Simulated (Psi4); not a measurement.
**GeH2 (SMILES [GeH2]): a chain of runs, part 1 of 2**

Wanted: a structure relaxation (B3LYP-D3(BJ)/def2-SVP), then vibrational wavenumbers, then a single-point energy (CCSD(T)/cc-pVDZ), then the excited states (TDA-B3LYP/def2-SVP) of GeH2. 

The calculation is run with Psi4 1.11.

## Step 1: The molecule

GeH2 has 3 atoms, charge 0, and is taken as a singlet. SMILES: `[GeH2]`. The shape is that of a PBE0-D4/def2-TZVP optimisation. The run starts from this shape.

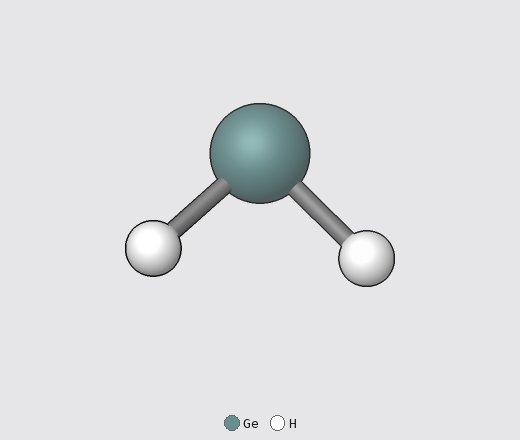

Viewed from a chosen angle; germanium teal, hydrogen white.

## Step 2: A structure relaxation at B3LYP-D3(BJ)/def2-SVP (density fitting) (run 1)

geh2.dat

```
memory 1600 mb

molecule {
  Ge    -0.570100     0.405100    -0.263700
  H      0.783000     0.743600     0.509000
  H     -0.212900    -1.148700    -0.245300
  units angstrom
  symmetry c1
}

set basis def2-SVP
set geom_maxiter 60

E, wfn = optimize("b3lyp-d3bj2b", return_wfn=True)
```

Command:

```sh
$ psi4 -i geh2.dat -o geh2.out -n 1
```

geh2.out:

```text
Psi4 1.11 release

gradient() will perform analytic gradient computation.

   => Loading Basis Set <=

    Name: DEF2-SVP
    Role: ORBITAL
    Keyword: BASIS

   => B3LYP-D3(BJ): Empirical Dispersion <=

        s6 =       1.000000
        s8 =       1.988900
        a1 =       0.398100
        a2 =       4.421100

         ---------------------------------------------------------
                                   SCF
                              RKS Reference
                        1 Threads,   1525 MiB Core
         ---------------------------------------------------------

  ==> Geometry <==

    Molecular point group: c1
    Full point group: Cs

    Geometry (in Angstrom), charge = 0, multiplicity = 1:

       Center              X                  Y                   Z               Mass
    ------------   -----------------  -----------------  -----------------  -----------------
         GE          -0.024958252672     0.016208590655     0.000000000000    73.921177761000
         H            1.532865847906     0.356372112592    -0.000000000000     1.007825032230
         H            0.297752933533    -1.545227392759    -0.000000000000     1.007825032230

  Running in c1 symmetry.

  Rotational constants: A =      6.83497  B =      6.50645  C =      3.33333 [cm^-1]
  Rotational constants: A = 204907.26324  B = 195058.57099  C =  99930.83042 [MHz]
  Nuclear repulsion =   21.473702028079785

  Charge       = 0
  Multiplicity = 1
  Electrons    = 34
  Nalpha       = 17
  Nbeta        = 17

  ==> Algorithm <==

  SCF Algorithm Type is DF.
  DIIS enabled.
  MOM disabled.
  Fractional occupation disabled.
  Guess Type is SAD.
  Energy threshold   = 1.00e-08
  Density threshold  = 1.00e-08
  Integral threshold = 1.00e-12

  ==> Primary Basis <==

  Basis Set: DEF2-SVP
    Blend: DEF2-SVP
    Number of shells: 18
    Number of basis functions: 42
    Number of Cartesian functions: 45
    Spherical Harmonics?: true
    Max angular momentum: 2

  ==> DFT Potential <==

   => LibXC <=

    Version 7.1.2

   => Composite Functional: B3LYP-D3BJ2B <=

    B3LYP-d3bj2b Hyb-GGA Exchange-Correlation Functional

    Deriv               =              1
    GGA                 =           TRUE
    Meta                =          FALSE

    Exchange Hybrid     =           TRUE
    MP2 Hybrid          =          FALSE

   => Exchange Functionals <=

    0.0800   Slater exchange
    0.7200         Becke 88

   => Exact (HF) Exchange <=

    0.2000               HF

   => Correlation Functionals <=

    0.1900   Vosko, Wilk & Nusair (VWN5_RPA)
    0.8100   Lee, Yang & Parr

   => LibXC Density Thresholds  <==

    XC_HYB_GGA_XC_B3LYP:  1.00E-15

   => Molecular Quadrature <=

    Radial Scheme          =       TREUTLER
    Pruning Scheme         =           NONE
    Nuclear Scheme         =       TREUTLER

    Blocking Scheme        =         OCTREE
    BS radius alpha        =              1
    Pruning alpha          =              1
    Radial Points          =             75
    Spherical Points       =            302
    Total Points           =          65177
    Total Blocks           =            551
    Max Points             =            256
    Max Functions          =             42
    Weights Tolerance      =       1.00E-15

   => Loading Basis Set <=

    Name: (DEF2-SVP AUX)
    Role: JKFIT
    Keyword: DF_BASIS_SCF

  ==> Integral Setup <==

  DFHelper Memory: AOs need 0.005 GiB; user supplied 1.049 GiB.
  SCF_SUBTYPE=INCORE selected. In-core MEM_DF algorithm will be used.
  Using in-core AOs.

  ==> MemDFJK: Density-Fitted J/K Matrices <==

    J tasked:                   Yes
    K tasked:                   Yes
    wK tasked:                   No
    Memory [MiB]:              1073
    Algorithm:                 Core
    Schwarz Cutoff:           1E-12
    Mask sparsity (%):       0.0000
    Fitting Condition:        1E-10

   => Auxiliary Basis Set <=

  Basis Set: (DEF2-SVP AUX)
    Blend: DEF2-UNIVERSAL-JKFIT
    Number of shells: 72
    Number of basis functions: 302
    Number of Cartesian functions: 411
    Spherical Harmonics?: true
    Max angular momentum: 5

  Cached 100.0% of DFT collocation blocks in 0.069 [GiB].

  Minimum eigenvalue in the overlap matrix is 2.4030358631E-02.
  Reciprocal condition number of the overlap matrix is 6.7760495184E-03.
    Using symmetric orthogonalization.

  ==> Pre-Iterations <==

  SCF Guess: Superposition of Atomic Densities via on-the-fly atomic UHF (no occupation information).

   -------------------------
    Irrep   Nso     Nmo
   -------------------------
     A         42      42
   -------------------------
    Total      42      42
   -------------------------

  ==> Iterations <==

                           Total Energy        Delta E     RMS |[F,P]|

   @DF-RKS iter SAD: -2074.40904356278679   -2.07441e+03   0.00000e+00
   @DF-RKS iter   1: -2076.67891942075585   -2.26988e+00   5.50085e-02 ADIIS/DIIS
   @DF-RKS iter   2: -2075.02303927474804    1.65588e+00   1.01230e-01 ADIIS
   @DF-RKS iter   3: -2077.89330587081031   -2.87027e+00   1.06801e-02 ADIIS/DIIS
   @DF-RKS iter   4: -2077.93324278139153   -3.99369e-02   1.01094e-03 ADIIS/DIIS
   @DF-RKS iter   5: -2077.93409359726002   -8.50816e-04   1.96834e-04 ADIIS/DIIS
   @DF-RKS iter   6: -2077.93412163734502   -2.80401e-05   3.08158e-06 DIIS
   @DF-RKS iter   7: -2077.93412164823985   -1.08948e-08   1.18259e-06 DIIS
   @DF-RKS iter   8: -2077.93412164902702   -7.87168e-10   7.25940e-08 DIIS
   @DF-RKS iter   9: -2077.93412164903611   -9.09495e-12   7.73740e-09 DIIS
  Energy and wave function converged.

  ==> Post-Iterations <==

[... 24 lines left out ...]
    Final Occupation by Irrep:
[... 5 lines left out ...]
  @DF-RKS Final Energy: -2077.93412164903611
[... 3 lines left out ...]
    Nuclear Repulsion Energy =             21.4737020280797850
    One-Electron Energy =               -2937.7624897957603025
    Two-Electron Energy =                 902.5196864883757826
    DFT Exchange-Correlation Energy =     -64.1633428682311546
    Empirical Dispersion Energy =          -0.0016775015004658
    VV10 Nonlocal Energy =                  0.0000000000000000
    Total Energy =                      -2077.9341216490361148
[... 14 lines left out ...]
 Dipole X            :         -1.9827247            1.9501117           -0.0326130
 Dipole Y            :          1.2875479           -1.2664574            0.0210906
 Dipole Z            :         -0.0000000           -0.0000000           -0.0000000
[... 106 lines left out ...]
    Weights Tolerance      =       1.00E-15
[... 39 lines left out ...]
	                                 ==> Convergence Check <==
[... 1 line left out ...]
	Measures of convergence in internal coordinates in au.
[... 4 lines left out ...]
	   Step    Total Energy     Delta E     Max Force     RMS Force      Max Disp      RMS Disp   ~
[... 1 line left out ...]
	  Convergence Criteria     1.00e-06 *    3.00e-04 *             o    1.20e-03 *             o~
[... 138 lines left out ...]
    Weights Tolerance      =       1.00E-15
[... 62 lines left out ...]
                           Total Energy        Delta E     RMS |[F,P]|
[... 1 line left out ...]
   @DF-RKS iter   0: -2077.93075430709860   -2.07793e+03   7.04062e-04
   @DF-RKS iter   1: -2077.93416335757502   -3.40905e-03   5.31189e-05 DIIS
   @DF-RKS iter   2: -2077.93416651064808   -3.15307e-06   3.33563e-05 DIIS
   @DF-RKS iter   3: -2077.93416844879539   -1.93815e-06   2.53087e-06 DIIS
   @DF-RKS iter   4: -2077.93416845922275   -1.04274e-08   7.86516e-07 DIIS
   @DF-RKS iter   5: -2077.93416845952515   -3.02407e-10   2.01035e-07 DIIS
   @DF-RKS iter   6: -2077.93416845953971   -1.45519e-11   5.25302e-09 DIIS
  Energy and wave function converged.
[... 27 lines left out ...]
    Final Occupation by Irrep:
[... 5 lines left out ...]
  @DF-RKS Final Energy: -2077.93416845953971
[... 3 lines left out ...]
    Nuclear Repulsion Energy =             21.3378316019586975
    One-Electron Energy =               -2937.4776182641198830
    Two-Electron Energy =                 902.3675743875909347
    DFT Exchange-Correlation Energy =     -64.1602778934485514
    Empirical Dispersion Energy =          -0.0016782915209748
    VV10 Nonlocal Energy =                  0.0000000000000000
    Total Energy =                      -2077.9341684595392508

Computation Completed

Properties will be evaluated at   0.000000,   0.000000,   0.000000 [a0]

Properties computed using the SCF density matrix

 Multipole Moments:

 ------------------------------------------------------------------------------------
     Multipole            Electronic (a.u.)      Nuclear  (a.u.)        Total (a.u.)
 ------------------------------------------------------------------------------------

 L = 1.  Multiply by 2.5417464519 to convert [e a0] to [Debye]
 Dipole X            :         -2.0046196            1.9599849           -0.0446347
 Dipole Y            :          1.3019924           -1.2729991            0.0289933
 Dipole Z            :         -0.0000000           -0.0000000           -0.0000000
 Magnitude           :                                                    0.0532247

 ------------------------------------------------------------------------------------

	total time  =          1 seconds =       0.02 minutes

         ------------------------------------------------------------
                                   SCF GRAD
         ------------------------------------------------------------

  ==> Geometry <==

    Molecular point group: c1
    Full point group: Cs

    Geometry (in Angstrom), charge = 0, multiplicity = 1:

       Center              X                  Y                   Z               Mass
    ------------   -----------------  -----------------  -----------------  -----------------
         GE          -0.025084613175     0.016292314152     0.000000000000    73.921177761000
         H            1.542170058406     0.360523618266    -0.000000000000     1.007825032230
         H            0.297716916258    -1.555519785299    -0.000000000000     1.007825032230

  Nuclear repulsion =   21.337831601958698

  ==> Basis Set <==

  Basis Set: DEF2-SVP
    Blend: DEF2-SVP
    Number of shells: 18
    Number of basis functions: 42
    Number of Cartesian functions: 45
    Spherical Harmonics?: true
    Max angular momentum: 2

  ==> DFJKGrad: Density-Fitted SCF Gradients <==

    Gradient:                    1
    J tasked:                  Yes
    K tasked:                  Yes
    wK tasked:                  No
    Integrals threads:           1
    Memory [MiB]:             1144
    Schwarz Cutoff:          1E-12
    Fitting Condition:       1E-10

   => Auxiliary Basis Set <=

  Basis Set: (DEF2-SVP AUX)
    Blend: DEF2-UNIVERSAL-JKFIT
    Number of shells: 72
    Number of basis functions: 302
    Number of Cartesian functions: 411
    Spherical Harmonics?: true
    Max angular momentum: 5

  ==> DFT Potential <==

   => LibXC <=

    Version 7.1.2

   => Composite Functional: B3LYP-D3BJ2B <=

    B3LYP-d3bj2b Hyb-GGA Exchange-Correlation Functional

    Deriv               =              1
    GGA                 =           TRUE
    Meta                =          FALSE

    Exchange Hybrid     =           TRUE
    MP2 Hybrid          =          FALSE

   => Exchange Functionals <=

    0.0800   Slater exchange
    0.7200         Becke 88

   => Exact (HF) Exchange <=

    0.2000               HF

   => Correlation Functionals <=

    0.1900   Vosko, Wilk & Nusair (VWN5_RPA)
    0.8100   Lee, Yang & Parr

   => LibXC Density Thresholds  <==

    XC_HYB_GGA_XC_B3LYP:  1.00E-15

   => Molecular Quadrature <=

    Radial Scheme          =       TREUTLER
    Pruning Scheme         =           NONE
    Nuclear Scheme         =       TREUTLER

    Blocking Scheme        =         OCTREE
    BS radius alpha        =              1
    Pruning alpha          =              1
    Radial Points          =             75
    Spherical Points       =            302
    Total Points           =          65177
    Total Blocks           =            551
    Max Points             =            256
    Max Functions          =             42
    Weights Tolerance      =       1.00E-15

  -Total Gradient:
     Atom            X                  Y                   Z
    ------   -----------------  -----------------  -----------------
       1       -0.000028779111     0.000019489241    -0.000000000001
       2        0.000071415144     0.000079184796    -0.000000000000
       3       -0.000043109613    -0.000098363088    -0.000000000000

	total time  =          0 seconds =       0.00 minutes

    			-----------------------------------------

    			 OPTKING 3.0: for geometry optimizations

    			        with contributions from

    			-----------------------------------------

	                            ===> Fragment 1 <==

	 Z (Atomic Numbers)          Masses                          Geom
	      32.000000            73.921178         -0.04740305  0.03078801  0.00000000
	       1.000000             1.007825          2.91427905  0.68129090 -0.00000000
	       1.000000             1.007825          0.56260343 -2.93950638 -0.00000000

	 - Coordinate -           - BOHR/RAD -       - ANG/DEG -
	 R(1,2)           =         3.032279           1.604613
	 R(1,3)           =         3.032286           1.604616
	 B(2,1,3)         =         1.584450          90.782309

	        --- Internal Coordinate Step in ANG or DEG, aJ/ANG or AJ/DEG ---
	-------------------------------------------------------------------------------
	           Coordinate      Previous         Force          Change          New
	           ----------      --------        ------          ------        ------
	               R(1,2)       1.60461       -0.00072       -0.00031       1.60430
	               R(1,3)       1.60462       -0.00072       -0.00032       1.60430
	             B(2,1,3)      90.78231       -0.00001       -0.06444      90.71786
	-------------------------------------------------------------------------------

	                                 ==> Convergence Check <==

	Measures of convergence in internal coordinates in au.

	Criteria marked as inactive (o), active & met (*), and active & unmet ( ).

	----------------------------------------------------------------------------------------------
	   Step    Total Energy     Delta E     Max Force     RMS Force      Max Disp      RMS Disp
	----------------------------------------------------------------------------------------------
	  Convergence Criteria     1.00e-06 *    3.00e-04 *             o    1.20e-03 *             o
	----------------------------------------------------------------------------------------------
	     2   -2077.93416846   -4.68e-05      1.88e-04 *    1.30e-04 o    1.12e-03 *    8.12e-04 o  ~
	----------------------------------------------------------------------------------------------

Next Geometry in Ang
	Fragment 1 (Ang)

	   Ge  -0.0253200975   0.0164438493   0.0000000000
	    H   1.5418204343   0.3597271911  -0.0000000000
	    H   0.2983020247  -1.5548748933  -0.0000000000

    Final optimized geometry and variables:
    Molecular point group: c1
    Full point group: Cs

    Geometry (in Angstrom), charge = 0, multiplicity = 1:

    GE          -0.025084613175     0.016292314152     0.000000000000
    H            1.542170058406     0.360523618266    -0.000000000000
    H            0.297716916258    -1.555519785299    -0.000000000000

    Psi4 run time: 0:00:08.37
```

On the terminal:

```text
Optimizer: Optimization complete!
```

It took 11 s on 1 thread of AMD EPYC 7R43 (Zen 3), shared host; peak memory 0.3 GiB.

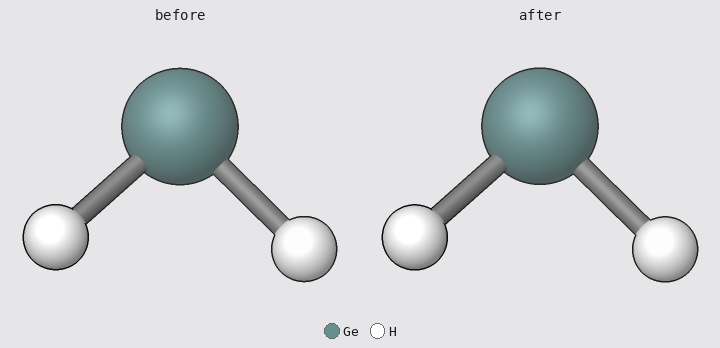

Before and after, at one scale.

After the run. Bond lengths: Ge1–H2 1.605 Å, Ge1–H3 1.605 Å. Angles: H2–Ge1–H3 90.8°.

## Step 3: The harmonic vibrations at B3LYP-D3(BJ)/def2-SVP (density fitting) (run 2)

geh2.xyz

```xyz
3
GeH2
Ge    -0.570215     0.405183    -0.263753
H      0.790982     0.747731     0.513799
H     -0.212447    -1.158942    -0.246211
```

job.py

```python
import psi4

psi4.set_memory(1600000000)
psi4.set_num_threads(1)
psi4.set_output_file('psi4.out', False)

with open('geh2.xyz') as f:
    atoms = ''.join(f.readlines()[2:])
molecule = psi4.geometry('0 1\n' + atoms + 'symmetry c1')

psi4.set_options({
    'basis': 'def2-SVP',
    'reference': 'rks',
    't': 600.0,
    'rotational_symmetry_number': 2,
})

energy_value, wavefunction = psi4.frequency('b3lyp-d3bj', return_wfn=True)
print(f'b3lyp-d3bj energy: {energy_value:.10f} Eh')
print('wavenumbers / cm^-1:', wavefunction.frequencies().np.round(1))
for k in ('ZPVE', 'ENTHALPY', 'GIBBS FREE ENERGY'):
    print(f'{k}: {psi4.variable(k):.8f} Eh')
```

Command:

```sh
$ python job.py
```

psi4.out, shortened:

```text
[...]
  Running in c1 symmetry.
[...]
  Nuclear repulsion =   21.337832201373136
[...]
  Multiplicity = 1
[...]
  Nalpha       = 17
  Nbeta        = 17
[...]
    Number of basis functions: 42
[...]
   @DF-RKS iter   1: -2076.67721007294585   -2.27727e+00   5.50113e-02 DIIS/ADIIS
[...]
   @DF-RKS iter   9: -2077.93416845897900   -8.64020e-12   7.95903e-09 DIIS
[...]
  @DF-RKS Final Energy: -2077.93416845897900
   => Energetics <=
    Nuclear Repulsion Energy =             21.3378176578841909
    One-Electron Energy =               -2937.4775927331852472
    Two-Electron Energy =                 902.3675625503826723
    DFT Exchange-Correlation Energy =     -64.1602776425115877
    Empirical Dispersion Energy =          -0.0016782915485384
    VV10 Nonlocal Energy =                  0.0000000000000000
    Total Energy =                      -2077.9341684589790020
[...]
 Multipole Moments:
 ------------------------------------------------------------------------------------
     Multipole            Electronic (a.u.)      Nuclear  (a.u.)        Total (a.u.)
 ------------------------------------------------------------------------------------
 L = 1.  Multiply by 2.5417464519 to convert [e a0] to [Debye]
 Dipole X            :         -2.0046205            1.9599848           -0.0446357
 Dipole Y            :          1.3019919           -1.2729986            0.0289933
 Dipole Z            :          0.0000000           -0.0000000            0.0000000
 Magnitude           :                                                    0.0532255
[...]
  -Total Gradient:
     Atom            X                  Y                   Z
    ------   -----------------  -----------------  -----------------
       1       -0.000029088359     0.000019513308     0.000000000847
       2        0.000071773819     0.000079351167     0.000000172346
       3       -0.000043159282    -0.000098554099    -0.000000173189
[...]
  ==> Harmonic Vibrational Analysis <==
[...]
  Freq [cm^-1]                 939.0417           1887.3138           1897.1710
[...]
  IR activ [km/mol]            64.1822             323.9471            358.4206
[...]
  Total E_0, Enthalpy at 0 [K]                                                        -2077.92340747 [Eh]
[...]
  Total H, Enthalpy at  600.00 [K]                                                    -2077.91511754 [Eh]
[...]
  Total G, Gibbs energy at  600.00 [K]                                                -2077.97167630 [Eh]
[...]
```

The script printed:

```text
b3lyp-d3bj energy: -2077.9341684584 Eh
wavenumbers / cm^-1: [ 939.  1887.3 1897.2]
ZPVE: 0.01076099 Eh
ENTHALPY: -2077.91511754 Eh
GIBBS FREE ENERGY: -2077.97167630 Eh
```

It took 37 s on 1 thread of AMD EPYC 7R43 (Zen 3), shared host; peak memory 0.34 GiB.

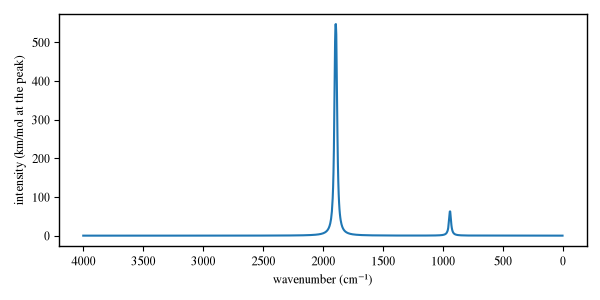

Harmonic infrared spectrum, unscaled, lines broadened by 10 cm⁻¹.

(Continued in part 2 of 2.)
